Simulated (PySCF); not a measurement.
**Li3: a ladder of methods**

Aim: at the PBE0 minimum of doublet Li3, found before, compare methods on energies and levels.

The runs use PySCF 2.14.0; several methods, basis Li def2-TZVP, no relativity, density fitting.

### 1 Where the work starts

3 atoms, charge 0, spin multiplicity 2.

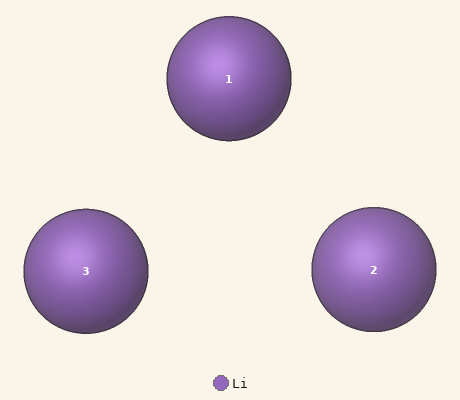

Start geometry, drawn with lithium purple; atoms are numbered from 1 in the order of the file.

Coordinates in bohr (charge 0 multiplicity 2):
```
Li    0.0000    2.8323    0.0000
Li    3.1883   -1.4161    0.0000
Li   -3.1883   -1.4161    0.0000
```

### 2 PBE0

The steps are one call of a driver around PySCF; scf.py gives each level's set-up. Each SCF starts from the density of the minimum. The driver also runs the species with one electron less or more at the same geometry (one less: multiplicity 1, one more: multiplicity 3); their logs are not shown.

scf.py

```python
from pyscf import gto, scf, dft
mol = gto.M(atom='''
Li     0.000000     1.498786     0.000000
Li     1.687159    -0.749393    -0.000000
Li    -1.687159    -0.749393    -0.000000''',
    basis={'Li': 'def2-TZVP'},
    charge=0, spin=1)
mf = dft.UKS(mol, xc='PBE0')
mf.grids.atom_grid = (75, 302)
aux = {'Li': 'def2-universal-JKFIT'}
mf = mf.density_fit(auxbasis=aux)
mf.conv_tol = 1e-08
mf.diis_space = 10
mf.max_cycle = 60
mf.verbose = 4
mf.kernel()
```

On the command line:

```sh
$ OMP_NUM_THREADS=2 python axn.py task.json out
```

What it wrote:

```text
init E= -22.4528578376916
[... the frontier-level lines of each cycle are left out ...]
cycle= 1 E= -22.452857837692  delta_E= -4.12e-13  |g|= 2.86e-07  |ddm|= 2.87e-06
Extra cycle  E= -22.4528578376922  delta_E= -2.27e-13  |g|= 1.85e-07  |ddm|= 1.71e-06
converged SCF energy = -22.4528578376922  <S^2> = 0.8050124  2S+1 = 2.0542759
```

This level, with the species of one electron less or more, ran for 0.5 s (2 threads of Arm Neoverse V1, shared host).

```
energy                        : -22.452858 Eh
one electron less (charge +1) : -22.292809 Eh (singlet, ⟨S²⟩ 0.00)
one electron more (charge -1) : -22.474218 Eh (triplet, ⟨S²⟩ 2.07)
Mulliken charge of Li1        : +0.06 e
```

### 3 HF

scf.py, as its differences from that of step 2:

```diff
@@ -8,2 +8 @@
-mf = dft.UKS(mol, xc='PBE0')
-mf.grids.atom_grid = (75, 302)
+mf = scf.UHF(mol)
```

What it wrote:

```text
init E= -22.3080001246999
[... the frontier-level lines of each cycle are left out ...]
cycle= 1 E= -22.3123728256053  delta_E= -0.00437  |g|= 0.017  |ddm|= 0.136
cycle= 2 E= -22.313043314557  delta_E= -0.00067  |g|= 0.00778  |ddm|= 0.0458
cycle= 3 E= -22.3135000069333  delta_E= -0.000457  |g|= 0.006  |ddm|= 0.0278
cycle= 4 E= -22.3141440070671  delta_E= -0.000644  |g|= 0.00427  |ddm|= 0.0593
cycle= 5 E= -22.3145231081565  delta_E= -0.000379  |g|= 0.00354  |ddm|= 0.0581
cycle= 6 E= -22.3149347267986  delta_E= -0.000412  |g|= 0.00247  |ddm|= 0.0787
cycle= 7 E= -22.3151020096656  delta_E= -0.000167  |g|= 0.00155  |ddm|= 0.0458
cycle= 8 E= -22.3151901480784  delta_E= -8.81e-05  |g|= 0.000604  |ddm|= 0.0684
cycle= 9 E= -22.3151893295361  delta_E= 8.19e-07  |g|= 0.00039  |ddm|= 0.0176
cycle= 10 E= -22.3151936532735  delta_E= -4.32e-06  |g|= 0.000109  |ddm|= 0.0171
cycle= 11 E= -22.3151938611083  delta_E= -2.08e-07  |g|= 2.04e-05  |ddm|= 0.00235
cycle= 12 E= -22.3151938621214  delta_E= -1.01e-09  |g|= 1.38e-05  |ddm|= 0.000765
Extra cycle  E= -22.3151938632553  delta_E= -1.13e-09  |g|= 1.06e-05  |ddm|= 5.68e-05
converged SCF energy = -22.3151938632553  <S^2> = 1.1264993  2S+1 = 2.3464861
```

This level, with the species of one electron less or more, took under 0.5 s.

* energy: -22.315194 Eh
* one electron less (charge +1): -22.168269 Eh (singlet, ⟨S²⟩ 0.00)
* one electron more (charge -1): -22.321791 Eh (triplet, ⟨S²⟩ 2.34)
* Mulliken charge of Li1: +0.19 e

### 4 PBE

scf.py, as its differences from that of step 3:

```diff
@@ -8 +8,2 @@
-mf = scf.UHF(mol)
+mf = dft.UKS(mol, xc='PBE')
+mf.grids.atom_grid = (75, 302)
```

What it wrote:

```text
init E= -22.4389509766679
[... the frontier-level lines of each cycle are left out ...]
cycle= 1 E= -22.4396493849311  delta_E= -0.000698  |g|= 0.00488  |ddm|= 0.061
cycle= 2 E= -22.4396537007189  delta_E= -4.32e-06  |g|= 0.0024  |ddm|= 0.016
cycle= 3 E= -22.4396595601678  delta_E= -5.86e-06  |g|= 0.00185  |ddm|= 0.0166
cycle= 4 E= -22.4396709217931  delta_E= -1.14e-05  |g|= 0.000238  |ddm|= 0.00725
cycle= 5 E= -22.4396722906808  delta_E= -1.37e-06  |g|= 0.000109  |ddm|= 0.00428
cycle= 6 E= -22.439672485571  delta_E= -1.95e-07  |g|= 4.41e-05  |ddm|= 0.00184
cycle= 7 E= -22.4396725044549  delta_E= -1.89e-08  |g|= 3.14e-06  |ddm|= 0.000748
cycle= 8 E= -22.4396725044989  delta_E= -4.41e-11  |g|= 6.81e-07  |ddm|= 3.13e-05
Extra cycle  E= -22.4396725044965  delta_E= 2.37e-12  |g|= 1.14e-06  |ddm|= 7.63e-06
converged SCF energy = -22.4396725044965  <S^2> = 0.78456059  2S+1 = 2.034267
```

This level, with the species of one electron less or more, took 1.3 s.

```
energy                        : -22.439673 Eh
one electron less (charge +1) : -22.278311 Eh (singlet, ⟨S²⟩ 0.00)
one electron more (charge -1) : -22.461931 Eh (triplet, ⟨S²⟩ 2.04)
Mulliken charge of Li1        : +0.04 e
```

### 5 CCSD(T)

scf.py, as its differences from that of step 4:

```diff
@@ -8,2 +8 @@
-mf = dft.UKS(mol, xc='PBE')
-mf.grids.atom_grid = (75, 302)
+mf = scf.UHF(mol)
@@ -16,0 +16,3 @@
+from pyscf import cc
+mycc = cc.CCSD(mf, frozen=0).run()
+mycc.ccsd_t()
```

The SCF cycles repeat those of step 3.

What it wrote:

```text
CCSD nocc = (np.int64(5), np.int64(4)), nmo = (42, 42)
Init t2, MP2 energy = -0.0984518344198745
UCCSD converged
E(UCCSD) = -22.44297301847742  E_corr = -0.1277791552221407
UCCSD(T) correction = -0.00104265219125327
```

This level, with the species of one electron less or more, took 13 s.

* energy: -22.444016 Eh
* one electron less (charge +1): -22.290864 Eh (singlet, ⟨S²⟩ 0.00)
* one electron more (charge -1): -22.461314 Eh (triplet, ⟨S²⟩ 2.34)
* MP2 correlation in its own fitting basis (same spin, opposite spin): -0.10439 Eh (-0.00228, -0.10211)
* CCSD, (T): -0.12778, -0.00104 Eh; T1 0.076, D1 0.229

### 6 r2SCAN

scf.py, as its differences from that of step 5:

```diff
@@ -8 +8,2 @@
-mf = scf.UHF(mol)
+mf = dft.UKS(mol, xc='R2SCAN')
+mf.grids.atom_grid = (90, 434)
@@ -16,3 +16,0 @@
-from pyscf import cc
-mycc = cc.CCSD(mf, frozen=0).run()
-mycc.ccsd_t()
```

What it wrote:

```text
init E= -22.4899735041795
[... the frontier-level lines of each cycle are left out ...]
cycle= 1 E= -22.4906344750253  delta_E= -0.000661  |g|= 0.00446  |ddm|= 0.0545
cycle= 2 E= -22.4906840743622  delta_E= -4.96e-05  |g|= 0.00163  |ddm|= 0.0201
cycle= 3 E= -22.4907071747319  delta_E= -2.31e-05  |g|= 0.0013  |ddm|= 0.0119
cycle= 4 E= -22.490720849561  delta_E= -1.37e-05  |g|= 0.000889  |ddm|= 0.00886
cycle= 5 E= -22.4907441845073  delta_E= -2.33e-05  |g|= 0.000345  |ddm|= 0.0217
cycle= 6 E= -22.4907470831007  delta_E= -2.9e-06  |g|= 5.71e-05  |ddm|= 0.0103
cycle= 7 E= -22.4907471008166  delta_E= -1.77e-08  |g|= 1.82e-05  |ddm|= 0.000595
cycle= 8 E= -22.4907471021439  delta_E= -1.33e-09  |g|= 4.61e-06  |ddm|= 0.000148
Extra cycle  E= -22.4907471023032  delta_E= -1.59e-10  |g|= 2.28e-06  |ddm|= 2.87e-05
converged SCF energy = -22.4907471023032  <S^2> = 0.85702944  2S+1 = 2.1043093
```

This level, with the species of one electron less or more, ran for 3.4 s (2 threads of Arm Neoverse V1, shared host).

| Quantity | Value |
| --- | --- |
| energy | -22.490747 Eh |
| one electron less (charge +1) | -22.331547 Eh (singlet, ⟨S²⟩ 0.00) |
| one electron more (charge -1) | -22.512357 Eh (triplet, ⟨S²⟩ 2.08) |
| Mulliken charge of Li1 | +0.06 e |

### 7 B3LYP

scf.py, as its differences from that of step 6:

```diff
@@ -8,2 +8,2 @@
-mf = dft.UKS(mol, xc='R2SCAN')
-mf.grids.atom_grid = (90, 434)
+mf = dft.UKS(mol, xc='B3LYP')
+mf.grids.atom_grid = (75, 302)
```

What it wrote:

```text
init E= -22.5273013673004
[... the frontier-level lines of each cycle are left out ...]
cycle= 1 E= -22.5278416536594  delta_E= -0.00054  |g|= 0.00255  |ddm|= 0.0395
cycle= 2 E= -22.5278894040042  delta_E= -4.78e-05  |g|= 0.00124  |ddm|= 0.0149
cycle= 3 E= -22.5279091103178  delta_E= -1.97e-05  |g|= 0.000779  |ddm|= 0.00996
cycle= 4 E= -22.5279177848118  delta_E= -8.67e-06  |g|= 0.000459  |ddm|= 0.00786
cycle= 5 E= -22.5279218205908  delta_E= -4.04e-06  |g|= 0.000134  |ddm|= 0.00753
cycle= 6 E= -22.5279220705394  delta_E= -2.5e-07  |g|= 4.23e-05  |ddm|= 0.00197
cycle= 7 E= -22.5279220944494  delta_E= -2.39e-08  |g|= 8.59e-06  |ddm|= 0.000581
cycle= 8 E= -22.5279220949998  delta_E= -5.5e-10  |g|= 2.3e-06  |ddm|= 8.2e-05
Extra cycle  E= -22.5279220950466  delta_E= -4.68e-11  |g|= 1.07e-06  |ddm|= 2.1e-05
converged SCF energy = -22.5279220950466  <S^2> = 0.77577403  2S+1 = 2.0256101
```

This level, with the species of one electron less or more, took 1.3 s.

```
energy                        : -22.527922 Eh
one electron less (charge +1) : -22.369959 Eh (singlet, ⟨S²⟩ 0.00)
one electron more (charge -1) : -22.544455 Eh (triplet, ⟨S²⟩ 2.05)
Mulliken charge of Li1        : +0.06 e
```

### 8 TPSSh

scf.py, as its differences from that of step 7:

```diff
@@ -8,2 +8,2 @@
-mf = dft.UKS(mol, xc='B3LYP')
-mf.grids.atom_grid = (75, 302)
+mf = dft.UKS(mol, xc='TPSSH')
+mf.grids.atom_grid = (90, 434)
```

What it wrote:

```text
init E= -22.522472020334
[... the frontier-level lines of each cycle are left out ...]
cycle= 1 E= -22.523340945881  delta_E= -0.000869  |g|= 0.00763  |ddm|= 0.0725
cycle= 2 E= -22.5233620679687  delta_E= -2.11e-05  |g|= 0.00146  |ddm|= 0.0126
cycle= 3 E= -22.5233667512072  delta_E= -4.68e-06  |g|= 0.000593  |ddm|= 0.00648
cycle= 4 E= -22.5233683630086  delta_E= -1.61e-06  |g|= 0.000294  |ddm|= 0.00257
cycle= 5 E= -22.5233695181422  delta_E= -1.16e-06  |g|= 0.000215  |ddm|= 0.00322
cycle= 6 E= -22.5233702537383  delta_E= -7.36e-07  |g|= 9.58e-05  |ddm|= 0.00355
cycle= 7 E= -22.5233703970082  delta_E= -1.43e-07  |g|= 2.35e-05  |ddm|= 0.00207
cycle= 8 E= -22.5233704018666  delta_E= -4.86e-09  |g|= 2.17e-06  |ddm|= 0.000421
Extra cycle  E= -22.5233704018784  delta_E= -1.18e-11  |g|= 8.21e-07  |ddm|= 2.05e-05
converged SCF energy = -22.5233704018784  <S^2> = 0.80465497  2S+1 = 2.0539279
```

This level, with the species of one electron less or more, took 3.8 s.

- energy: -22.523370 Eh
- one electron less (charge +1): -22.363749 Eh (singlet, ⟨S²⟩ 0.00)
- one electron more (charge -1): -22.543933 Eh (triplet, ⟨S²⟩ 2.04)
- Mulliken charge of Li1: +0.09 e

### 9 LDA

scf.py, as its differences from that of step 8:

```diff
@@ -8,2 +8,2 @@
-mf = dft.UKS(mol, xc='TPSSH')
-mf.grids.atom_grid = (90, 434)
+mf = dft.UKS(mol, xc='LDA,VWN')
+mf.grids.atom_grid = (75, 302)
```

What it wrote:

```text
init E= -22.0886793463744
[... the frontier-level lines of each cycle are left out ...]
cycle= 1 E= -22.0930006675947  delta_E= -0.00432  |g|= 0.0334  |ddm|= 0.0917
cycle= 2 E= -22.0932311397591  delta_E= -0.00023  |g|= 0.00829  |ddm|= 0.0274
cycle= 3 E= -22.0932515442405  delta_E= -2.04e-05  |g|= 0.000978  |ddm|= 0.0121
cycle= 4 E= -22.0932551508683  delta_E= -3.61e-06  |g|= 0.000526  |ddm|= 0.00546
cycle= 5 E= -22.0932574569571  delta_E= -2.31e-06  |g|= 0.000225  |ddm|= 0.00551
cycle= 6 E= -22.0932577374502  delta_E= -2.8e-07  |g|= 4.4e-05  |ddm|= 0.00155
cycle= 7 E= -22.0932577522424  delta_E= -1.48e-08  |g|= 6.67e-06  |ddm|= 0.000497
cycle= 8 E= -22.0932577525182  delta_E= -2.76e-10  |g|= 9.9e-07  |ddm|= 5.87e-05
Extra cycle  E= -22.0932577525208  delta_E= -2.54e-12  |g|= 8.25e-07  |ddm|= 7.69e-06
converged SCF energy = -22.0932577525208  <S^2> = 0.76029658  2S+1 = 2.0102702
```

This level, with the species of one electron less or more, took 0.9 s.

- energy: -22.093258 Eh
- one electron less (charge +1): -21.933869 Eh (singlet, ⟨S²⟩ 0.00)
- one electron more (charge -1): -22.114458 Eh (triplet, ⟨S²⟩ 2.01)
- Mulliken charge of Li1: +0.04 e

### 10 M06-2X

scf.py, as its differences from that of step 9:

```diff
@@ -8,2 +8,2 @@
-mf = dft.UKS(mol, xc='LDA,VWN')
-mf.grids.atom_grid = (75, 302)
+mf = dft.UKS(mol, xc='M062X')
+mf.grids.atom_grid = (90, 434)
```

What it wrote:

```text
init E= -22.4996224295403
[... the frontier-level lines of each cycle are left out ...]
cycle= 1 E= -22.5021525485394  delta_E= -0.00253  |g|= 0.0113  |ddm|= 0.143
cycle= 2 E= -22.5026327641749  delta_E= -0.00048  |g|= 0.00508  |ddm|= 0.0669
cycle= 3 E= -22.5027816602363  delta_E= -0.000149  |g|= 0.00379  |ddm|= 0.0262
cycle= 4 E= -22.5028877174481  delta_E= -0.000106  |g|= 0.00233  |ddm|= 0.0241
cycle= 5 E= -22.5029505773527  delta_E= -6.29e-05  |g|= 0.000805  |ddm|= 0.0312
cycle= 6 E= -22.5029557266565  delta_E= -5.15e-06  |g|= 0.000198  |ddm|= 0.00891
cycle= 7 E= -22.5029560215734  delta_E= -2.95e-07  |g|= 3.07e-05  |ddm|= 0.00269
cycle= 8 E= -22.5029560261652  delta_E= -4.59e-09  |g|= 8.04e-06  |ddm|= 0.000327
Extra cycle  E= -22.5029560263872  delta_E= -2.22e-10  |g|= 3.01e-06  |ddm|= 7.05e-05
converged SCF energy = -22.5029560263872  <S^2> = 0.75945591  2S+1 = 2.0094337
```

This level, with the species of one electron less or more, ran for 3.6 s (2 threads of Arm Neoverse V1, shared host).

```
energy                        : -22.502956 Eh
one electron less (charge +1) : -22.350074 Eh (singlet, ⟨S²⟩ 0.00)
one electron more (charge -1) : -22.515806 Eh (triplet, ⟨S²⟩ 2.01)
Mulliken charge of Li1        : +0.05 e
```

### 11 The ladder

| level | atomisation energy (kJ/mol) | vertical ionisation energy (eV) | vertical electron affinity (eV) | −ε(HOMO) (eV) | gap (eV) | dipole (D) | wall time |
| --- | --- | --- | --- | --- | --- | --- | --- |
| PBE0 | 136 | 4.36 | 0.58 | 3.08 | 1.54 | 0.44 | 0.5 s |
| HF | 45 | 4.00 | 0.18 | 4.48 | 4.83 | 0.79 | under 0.5 s |
| PBE | 141 | 4.39 | 0.61 | 2.60 | 0.54 | 0.30 | 1.3 s |
| CCSD(T) | 119 | 4.17 | 0.47 | – | – | – | 13 s |
| r2SCAN | 137 | 4.33 | 0.59 | 2.67 | 0.94 | 0.49 | 3.4 s |
| B3LYP | 130 | 4.30 | 0.45 | 2.87 | 1.27 | 0.30 | 1.3 s |
| TPSSh | 157 | 4.34 | 0.56 | 2.83 | 1.10 | 0.61 | 3.8 s |
| LDA | 162 | 4.34 | 0.58 | 2.53 | 0.41 | 0.27 | 0.9 s |
| M06-2X | 150 | 4.16 | 0.35 | 3.32 | 1.65 | 0.04 | 3.6 s |

Times are for 2 threads of Arm Neoverse V1, shared host; PBE0 starts from its own converged density, so its time is not comparable. A dash stands where a species or a free atom was not run at that level, or the quantity is not defined.

Atomisation goes to high-spin atoms in their ground configurations, run at the same level, without zero-point energy.

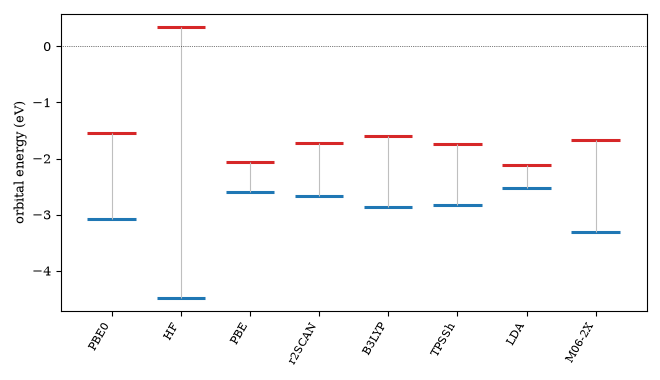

Highest occupied (blue) and lowest empty (red) levels by method.

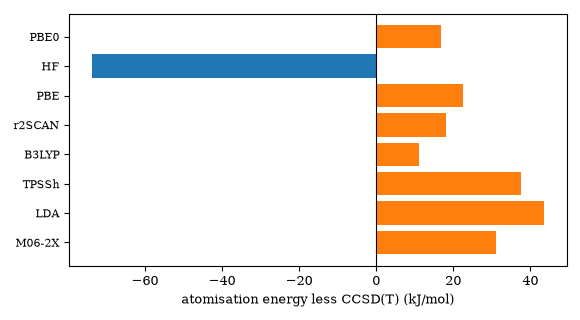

Deviation of the atomisation energy from CCSD(T).

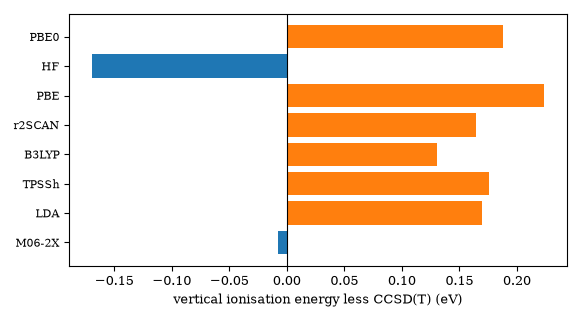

Deviation of the vertical ionisation energy from CCSD(T).

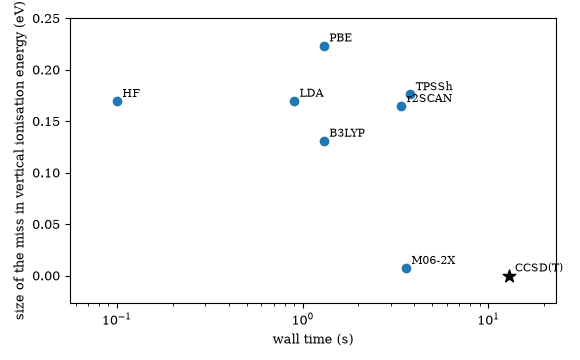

Cost against accuracy: time of each level and its distance from CCSD(T) in the vertical ionisation energy.

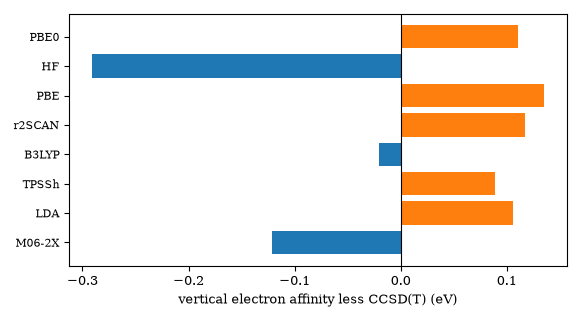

Deviation of the vertical electron affinity from CCSD(T).

### 12 Summary of results

| quantity | value |
| --- | --- |
| atomisation energy, CCSD(T) in this basis | 119 kJ/mol |
| vertical ionisation energy, CCSD(T) | 4.17 eV |
| vertical electron affinity, CCSD(T) | 0.47 eV |
| orbital gap, range | 0.41 (LDA) to 4.83 (HF) eV |
| T1, D1 | 0.076, 0.229 |
| T1, D1 of the cation | 0.008, 0.023 |
| T1, D1 of the anion | 0.061, 0.195 |

What this shows: In atomisation energy the functionals lie from +11 kJ/mol (B3LYP) to +44 kJ/mol (LDA) against CCSD(T). In a basis of this size CCSD(T) binds too weakly, often by tens of kJ/mol, while functionals are nearer their limits, so this ranks no functional. HF lacks the correlation that pairing electrons in bonds brings, so it binds too weakly, by 74 kJ/mol even against this CCSD(T). Against CCSD(T), the vertical ionisation energy is best met by M06-2X (-0.01 eV) and worst by PBE (+0.22 eV). CCSD(T) took 13 s, about 4 times as long as M06-2X (3.6 s), which misses it by 0.01 eV. Against CCSD(T), the vertical electron affinity is best met by B3LYP (-0.02 eV) and worst by HF (-0.29 eV). PBE's −ε(HOMO), 2.6 eV, falls 1.6 eV short of the ionisation energy, while its energy difference gives 4.4 eV. T1 of the anion is large, so the CCSD(T) value that rests on it is in doubt and small misses rank nothing. T1 is large, so single-reference CCSD(T) is itself in doubt here. Spin contamination is strong in at least one of the open-shell species at HF, CCSD(T). Without diffuse functions electron affinities tend to come out too low.
